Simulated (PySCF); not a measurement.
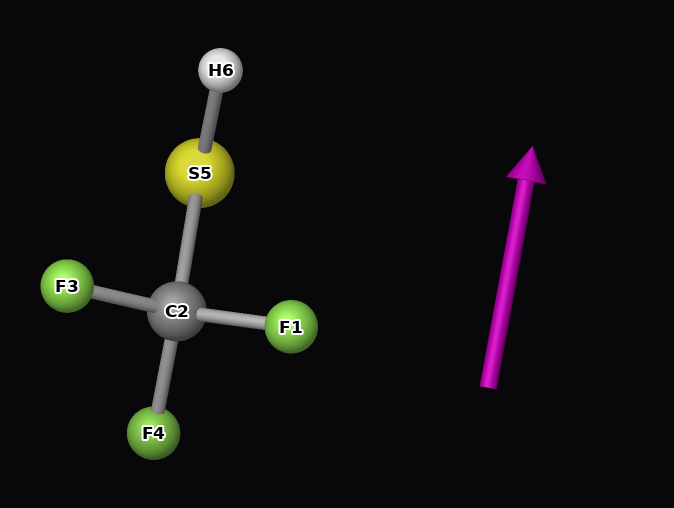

The arrow beside the molecule shows the direction of the dipole moment, from the negative to the positive end (its length means nothing). The geometry was computed by an optimisation with PBE0-D3(BJ)/def2-SVP. No frequency run is at hand to confirm it as a minimum. Properties computed with LC-wPBE/pcSseg-2, gas phase (PySCF 2.14.0).

### How large is the dipole moment?

1.50 D; it points from the side of F4 to the side of H6 (the outermost atoms at the two ends).
